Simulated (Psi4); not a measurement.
Run report: InCl, frequency calculation (part 3 of 3)

The same run, continued: InCl, SMILES [Cl][In]; BLYP/def2-SVP, RKS, dispersion D4, core potentials def2 (Psi4 1.11). The geometry was optimised with BLYP/def2-SVP.

Geometry of the input (Å):
```
Cl 0.0000  0.0000  -0.0640
In 0.0000  0.0000  2.4051
```

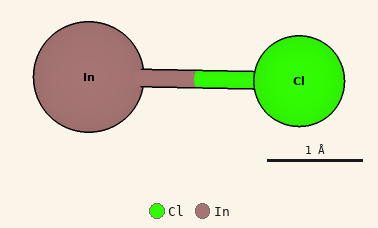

**Figure 1.** The structure as given in the input (ball-and-stick view, seen at a tilt). Sticks mark near contacts.

### What the program printed, continued
```
   Electrons on quadrature grid:
      Ntotal   =   37.9999992723 ; deviation = -7.277e-07

    Final Occupation by Irrep:
             Ap   App
    DOCC [    14,    5 ]
    NA   [    14,    5 ]
    NB   [    14,    5 ]

  @DF-RKS Final Energy:  -650.22937330392051

   => Energetics <=

    Nuclear Repulsion Energy =             76.5096228848175315
    One-Electron Energy =               -1123.7350603351319478
    Two-Electron Energy =                 441.9280846261922306
    DFT Exchange-Correlation Energy =     -44.9286251342886658
    Empirical Dispersion Energy =          -0.0033953455095456
    VV10 Nonlocal Energy =                  0.0000000000000000
    Total Energy =                       -650.2293733039205108

Computation Completed

Properties will be evaluated at   0.000000,   0.000000,   0.000000 [a0]

Properties computed using the SCF density matrix

 Multipole Moments:

 ------------------------------------------------------------------------------------
     Multipole            Electronic (a.u.)      Nuclear  (a.u.)        Total (a.u.)
 ------------------------------------------------------------------------------------

 L = 1.  Multiply by 2.5417464519 to convert [e a0] to [Debye]
 Dipole X            :          0.0080987           -0.0078544            0.0002444
 Dipole Y            :          0.0000000            0.0000000            0.0000000
 Dipole Z            :         39.1337858          -37.9524980            1.1812878
 Magnitude           :                                                    1.1812878

 ------------------------------------------------------------------------------------

	total time  =          1 seconds =       0.02 minutes

         ------------------------------------------------------------
                                   SCF GRAD
         ------------------------------------------------------------

  ==> Geometry <==

    Molecular point group: cs
    Full point group: C_inf_v

    Geometry (in Bohr), charge = 0, multiplicity = 1:

       Center              X                  Y                   Z               Mass
    ------------   -----------------  -----------------  -----------------  -----------------
         CL          -0.000740347043     0.000000000000    -3.577372896441    34.968852682000
         IN           0.000225310816     0.000000000000     1.088706727195   114.903878776000

  Nuclear repulsion =   76.509622884817531

   => Molecular Quadrature <=

    Radial Scheme          =       TREUTLER
    Pruning Scheme         =           NONE
    Nuclear Scheme         =       TREUTLER

    Blocking Scheme        =         OCTREE
    BS radius alpha        =              1
    Pruning alpha          =              1
    Radial Points          =             75
    Spherical Points       =            302
    Total Points           =          42414
    Total Blocks           =            413
    Max Points             =            256
    Max Functions          =             44
    Weights Tolerance      =       1.00E-15

  -Total Gradient:
     Atom            X                  Y                   Z
    ------   -----------------  -----------------  -----------------
       1        0.000000015640     0.000000000000     0.000071760331
       2        0.000000003928     0.000000000000     0.000022789308

	total time  =          1 seconds =       0.02 minutes

    Psi4 run time: 0:00:01.62

    -----------------------------------------------------------------------
                               Psi4 1.11 release

    h
    h
    h

    -----------------------------------------------------------------------

    Memory:     1.5 GiB
    Threads:    1
                ecpint, einsums, f̶o̶r̶t̶e̶, gauxc, gcp, g̶d̶m̶a̶, geometric, g̶p̶u̶_̶d̶f̶c̶c̶,
                i̶n̶t̶e̶g̶r̶a̶t̶o̶r̶x̶x̶, i̶p̶i̶, libefp, m̶d̶i̶, m̶p̶2̶d̶, m̶r̶c̶c̶, ooo,
                o̶p̶e̶n̶f̶e̶r̶m̶i̶o̶n̶p̶s̶i̶4̶, pcmsolver, p̶s̶i̶4̶f̶o̶c̶k̶c̶i̶, p̶s̶i̶x̶a̶s̶,
                p̶y̶e̶i̶n̶s̶u̶m̶s̶, r̶e̶s̶p̶, s̶i̶m̶i̶n̶t̶, s̶n̶s̶m̶p̶2̶,
                v̶2̶r̶d̶m̶_̶c̶a̶s̶s̶c̶f̶

gradient() will perform analytic gradient computation.

  ==> Geometry <==

    Molecular point group: cs
    Full point group: C_inf_v

    Geometry (in Bohr), charge = 0, multiplicity = 1:

       Center              X                  Y                   Z               Mass
    ------------   -----------------  -----------------  -----------------  -----------------
         CL           0.000000000000    -0.000740347043    -3.577372896441    34.968852682000
         IN           0.000000000000     0.000225310816     1.088706727195   114.903878776000

  Running in cs symmetry.

  Rotational constants: A = ************  B =      0.10313  C =      0.10313 [cm^-1]
  Rotational constants: A = ************  B =   3091.84116  C =   3091.84116 [MHz]
  Nuclear repulsion =   76.509622884817531

  Charge       = 0
  Multiplicity = 1
  Electrons    = 38
  Nalpha       = 19
  Nbeta        = 19

   => Molecular Quadrature <=

    Radial Scheme          =       TREUTLER
    Pruning Scheme         =           NONE
    Nuclear Scheme         =       TREUTLER

    Blocking Scheme        =         OCTREE
    BS radius alpha        =              1
    Pruning alpha          =              1
    Radial Points          =             75
    Spherical Points       =            302
    Total Points           =          42414
    Total Blocks           =            412
    Max Points             =            254
    Max Functions          =             44
    Weights Tolerance      =       1.00E-15

  ==> Iterations <==

                           Total Energy        Delta E     RMS |[F,P]|

   @DF-RKS iter SAD:  -649.24770242179727   -6.49248e+02   0.00000e+00
   @DF-RKS iter   1:  -650.14814823500069   -9.00446e-01   1.14352e-02 DIIS/ADIIS
   @DF-RKS iter   2:  -649.78540589832812    3.62742e-01   2.39952e-02 DIIS/ADIIS
   @DF-RKS iter   3:  -650.20371567876214   -4.18310e-01   5.71606e-03 DIIS/ADIIS
   @DF-RKS iter   4:  -650.22783349000588   -2.41178e-02   1.57344e-03 DIIS/ADIIS
   @DF-RKS iter   5:  -650.22920419010984   -1.37070e-03   3.84775e-04 DIIS/ADIIS
   @DF-RKS iter   6:  -650.22936751059979   -1.63320e-04   7.84246e-05 DIIS
   @DF-RKS iter   7:  -650.22937325899204   -5.74839e-06   8.21851e-06 DIIS
   @DF-RKS iter   8:  -650.22937330211062   -4.31186e-08   1.27337e-06 DIIS
   @DF-RKS iter   9:  -650.22937330388186   -1.77124e-09   1.18432e-07 DIIS
   @DF-RKS iter  10:  -650.22937330389209   -1.02318e-11   4.13960e-08 DIIS
   @DF-RKS iter  11:  -650.22937330389459   -2.50111e-12   5.03683e-09 DIIS
  Energy and wave function converged.

  ==> Post-Iterations <==

   Electrons on quadrature grid:
      Ntotal   =   37.9999992723 ; deviation = -7.277e-07

    Orbital Energies [Eh]
    ---------------------

    Doubly Occupied:

       1Ap  -100.646711     2Ap    -9.111904     3Ap    -6.945621
       1App   -6.942745     4Ap    -6.942745     5Ap    -4.485572
       2App   -2.926295     6Ap    -2.926295     7Ap    -2.919942
       8Ap    -0.698876     9Ap    -0.688514     3App   -0.688514
       4App   -0.683291    10Ap    -0.683291    11Ap    -0.651561
      12Ap    -0.333904     5App   -0.233295    13Ap    -0.233295
      14Ap    -0.221107

    Virtual:

       6App   -0.084754    15Ap    -0.084754    16Ap    -0.015169
      17Ap     0.117189     7App    0.153847    18Ap     0.153847
      19Ap     0.165428     8App    0.300092    20Ap     0.300092
       9App    0.309468    21Ap     0.309468    22Ap     0.400238
      23Ap     0.613181    10App    0.777892    24Ap     0.777898
      11App    0.795957    25Ap     0.795957    26Ap     0.820391
      12App    0.925267    27Ap     0.925267    28Ap     1.164866
      13App   15.724892    29Ap    15.724892    30Ap    16.177022
      31Ap    60.709664

    Final Occupation by Irrep:
             Ap   App
    DOCC [    14,    5 ]
    NA   [    14,    5 ]
    NB   [    14,    5 ]

  @DF-RKS Final Energy:  -650.22937330389459

   => Energetics <=

    Nuclear Repulsion Energy =             76.5096228848175315
    One-Electron Energy =               -1123.7350601459115751
    Two-Electron Energy =                 441.9280844216527271
    DFT Exchange-Correlation Energy =     -44.9286251189436925
    Empirical Dispersion Energy =          -0.0033953455095456
    VV10 Nonlocal Energy =                  0.0000000000000000
    Total Energy =                       -650.2293733038945902

Computation Completed

Properties will be evaluated at   0.000000,   0.000000,   0.000000 [a0]

Properties computed using the SCF density matrix

 Multipole Moments:

 ------------------------------------------------------------------------------------
     Multipole            Electronic (a.u.)      Nuclear  (a.u.)        Total (a.u.)
 ------------------------------------------------------------------------------------

 L = 1.  Multiply by 2.5417464519 to convert [e a0] to [Debye]
 Dipole X            :          0.0000000            0.0000000            0.0000000
 Dipole Y            :          0.0080988           -0.0078544            0.0002445
 Dipole Z            :         39.1337858          -37.9524980            1.1812878
 Magnitude           :                                                    1.1812878

 ------------------------------------------------------------------------------------

	total time  =          1 seconds =       0.02 minutes

         ------------------------------------------------------------
                                   SCF GRAD
         ------------------------------------------------------------

  ==> Geometry <==

    Molecular point group: cs
    Full point group: C_inf_v

    Geometry (in Bohr), charge = 0, multiplicity = 1:

       Center              X                  Y                   Z               Mass
    ------------   -----------------  -----------------  -----------------  -----------------
         CL           0.000000000000    -0.000740347043    -3.577372896441    34.968852682000
         IN           0.000000000000     0.000225310816     1.088706727195   114.903878776000

  Nuclear repulsion =   76.509622884817531

   => Molecular Quadrature <=

    Radial Scheme          =       TREUTLER
    Pruning Scheme         =           NONE
    Nuclear Scheme         =       TREUTLER

    Blocking Scheme        =         OCTREE
    BS radius alpha        =              1
    Pruning alpha          =              1
    Radial Points          =             75
    Spherical Points       =            302
    Total Points           =          42414
    Total Blocks           =            412
    Max Points             =            254
    Max Functions          =             44
    Weights Tolerance      =       1.00E-15

  -Total Gradient:
     Atom            X                  Y                   Z
    ------   -----------------  -----------------  -----------------
       1        0.000000000000     0.000000014886     0.000071767133
       2        0.000000000000     0.000000004681     0.000022782506

	total time  =          0 seconds =       0.00 minutes

    Psi4 run time: 0:00:00.97

  //>>>>>>>>>>>>>>>>>>>>>>>>>>>>>>>>>>>//
  //      FiniteDifference Results     //
  //<<<<<<<<<<<<<<<<<<<<<<<<<<<<<<<<<<<//

  Computing second-derivative from gradients using projected,
  symmetry-adapted, cartesian coordinates.

  5 gradients passed in, including the reference geometry.
  Generating complete list of displacements from unique ones.

    Operation 2 takes plus displacements of irrep B1 to minus ones.
    Operation 2 takes plus displacements of irrep B2 to minus ones.

-------------------------------------------------------------

  ==> Harmonic Vibrational Analysis <==

  non-mass-weighted Hessian:       Symmetric? True   Hermitian? True   Lin Dep Dim?  3 (0)
  projection of translations (True) and rotations (True) removed 5 degrees of freedom (5)
  total projector:                 Symmetric? True   Hermitian? True   Lin Dep Dim?  5 (5)
  mass-weighted Hessian:           Symmetric? True   Hermitian? True   Lin Dep Dim?  3 (0)
  pre-proj  low-frequency mode:    0.0000i [cm^-1]
  pre-proj  low-frequency mode:    0.0000i [cm^-1]
  pre-proj  low-frequency mode:    0.0000i [cm^-1]
  pre-proj  low-frequency mode:    0.0000i [cm^-1]
  pre-proj  low-frequency mode:    0.0000  [cm^-1]
  pre-proj  all modes:['3.3620i' '3.2456i' '0.0000i' '0.0000i' '0.0000' '307.8823']
  projected mass-weighted Hessian: Symmetric? True   Hermitian? True   Lin Dep Dim?  5 (5)
  post-proj low-frequency mode:    0.0000i [cm^-1] (TR)
  post-proj low-frequency mode:    0.0000i [cm^-1] (TR)
  post-proj low-frequency mode:    0.0000  [cm^-1] (TR)
  post-proj low-frequency mode:    0.0000  [cm^-1] (TR)
  post-proj low-frequency mode:    0.0000  [cm^-1] (TR)
  post-proj  all modes:['0.0000i' '0.0000i' '0.0000' '0.0000' '0.0000' '307.8823']

  Vibration                       6
  Freq [cm^-1]                 307.8823
  Irrep                           A1
  Reduced mass [u]             41.7447
  Force const [mDyne/A]         2.3314
  Turning point v=0 [a0]        0.0968
  RMS dev v=0 [a0 u^1/2]        0.4422
  IR activ [km/mol]            51.2308
  Char temp [K]                442.9741
  ----------------------------------------------------------------------------------
      1   CL               0.00  0.00  0.96
      2   IN               0.00  0.00 -0.29

  ==> Thermochemistry Components <==

  Entropy, S
    Electronic S                             0.000 [cal/(mol K)]        0.000 [J/(mol K)]       0.00000000 [mEh/K] (multiplicity = 1)
    Translational S                         40.924 [cal/(mol K)]      171.226 [J/(mol K)]       0.06521666 [mEh/K] (mol. weight = 149.8727 [u], P = 101325.00 [Pa])
    Rotational S                            17.101 [cal/(mol K)]       71.550 [J/(mol K)]       0.02725212 [mEh/K] (symmetry no. = 1)
    Vibrational S                            1.374 [cal/(mol K)]        5.748 [J/(mol K)]       0.00218911 [mEh/K]
  Total S                                   59.399 [cal/(mol K)]      248.524 [J/(mol K)]       0.09465789 [mEh/K]
  Correction S                               0.000 [cal/(mol K)]        0.000 [J/(mol K)]       0.00000000 [mEh/K]

  Constant volume heat capacity, Cv
    Electronic Cv                            0.000 [cal/(mol K)]        0.000 [J/(mol K)]       0.00000000 [mEh/K]
    Translational Cv                         2.981 [cal/(mol K)]       12.472 [J/(mol K)]       0.00475022 [mEh/K]
    Rotational Cv                            1.987 [cal/(mol K)]        8.314 [J/(mol K)]       0.00316681 [mEh/K]
    Vibrational Cv                           1.659 [cal/(mol K)]        6.940 [J/(mol K)]       0.00264334 [mEh/K]
  Total Cv                                   6.627 [cal/(mol K)]       27.726 [J/(mol K)]       0.01056036 [mEh/K]
  Correction Cv                              0.000 [cal/(mol K)]        0.000 [J/(mol K)]       0.00000000 [mEh/K]

  Constant pressure heat capacity, Cp
    Electronic Cp                            0.000 [cal/(mol K)]        0.000 [J/(mol K)]       0.00000000 [mEh/K]
    Translational Cp                         4.968 [cal/(mol K)]       20.786 [J/(mol K)]       0.00791703 [mEh/K]
    Rotational Cp                            1.987 [cal/(mol K)]        8.314 [J/(mol K)]       0.00316681 [mEh/K]
    Vibrational Cp                           1.659 [cal/(mol K)]        6.940 [J/(mol K)]       0.00264334 [mEh/K]
  Total Cp                                   8.614 [cal/(mol K)]       36.041 [J/(mol K)]       0.01372717 [mEh/K]
  Correction Cp                              0.000 [cal/(mol K)]        0.000 [J/(mol K)]       0.00000000 [mEh/K]

  ==> Thermochemistry Energy Analysis <==

  Raw electronic energy, E_e
  Total E_e, Electronic energy at well bottom                                          -650.22937330 [Eh]

  Zero-point vibrational energy, ZPVE = Sum_i omega_i / 2,  E_0 = E_e + ZPVE
    Vibrational ZPVE                         0.440 [kcal/mol]        1.842 [kJ/mol]       0.00070141 [Eh]         153.941 [cm^-1]
  Correction ZPVE to E_e                     0.440 [kcal/mol]        1.842 [kJ/mol]       0.00070141 [Eh]         153.941 [cm^-1]
  Total E_0, Enthalpy at 0 [K]                                                         -650.22867190 [Eh]
  *** Absolute enthalpy, not an enthalpy of formation ***

  Thermal (internal) energy, E (includes ZPVE and finite-temperature corrections)
    Electronic contrib to E beyond E_e       0.000 [kcal/mol]        0.000 [kJ/mol]       0.00000000 [Eh]
    Translational contrib to E               0.889 [kcal/mol]        3.718 [kJ/mol]       0.00141628 [Eh]
    Rotational contrib to E                  0.592 [kcal/mol]        2.479 [kJ/mol]       0.00094418 [Eh]
    Vibrational contrib to E                 0.698 [kcal/mol]        2.919 [kJ/mol]       0.00111180 [Eh]
  Correction E                               2.179 [kcal/mol]        9.116 [kJ/mol]       0.00347226 [Eh]
  Total E, Thermal (internal) energy at  298.15 [K]                                    -650.22590105 [Eh]

  Enthalpy, H_trans = E_trans + k_B * T = E_trans + P * V
    Electronic contrib to H beyond E_e       0.000 [kcal/mol]        0.000 [kJ/mol]       0.00000000 [Eh]
    Translational contrib to H               1.481 [kcal/mol]        6.197 [kJ/mol]       0.00236046 [Eh]
    Rotational contrib to H                  0.592 [kcal/mol]        2.479 [kJ/mol]       0.00094418 [Eh]
    Vibrational contrib to H                 0.698 [kcal/mol]        2.919 [kJ/mol]       0.00111180 [Eh]
  Correction H                               2.771 [kcal/mol]       11.595 [kJ/mol]       0.00441644 [Eh]
  Total H, Enthalpy at  298.15 [K]                                                     -650.22495686 [Eh]
  *** Absolute enthalpy, not an enthalpy of formation ***

  Gibbs free energy, G = H - T * S
    Electronic contrib to G beyond E_e       0.000 [kcal/mol]        0.000 [kJ/mol]       0.00000000 [Eh]
    Translational contrib to G             -10.720 [kcal/mol]      -44.854 [kJ/mol]      -0.01708389 [Eh]
    Rotational contrib to G                 -4.506 [kcal/mol]      -18.854 [kJ/mol]      -0.00718103 [Eh]
    Vibrational contrib to G                 0.288 [kcal/mol]        1.205 [kJ/mol]       0.00045912 [Eh]
  Correction G                             -14.938 [kcal/mol]      -62.502 [kJ/mol]      -0.02380581 [Eh]
  Total G, Gibbs energy at  298.15 [K]                                                 -650.25317911 [Eh]
  *** Absolute Gibbs energy, not a free energy of formation ***

[set-up sections that repeat, and orbital energies of the middle runs, are left out above]
```

### Standard output
```
Warning: used thermodynamics relations inappropriate for low-frequency modes: ['307.8823']
blyp-d4/def2-SVP energy: -650.2293733045 Eh
ZPVE: 0.00070141 Eh
ENTHALPY: -650.22495686 Eh
GIBBS FREE ENERGY: -650.25317911 Eh
```
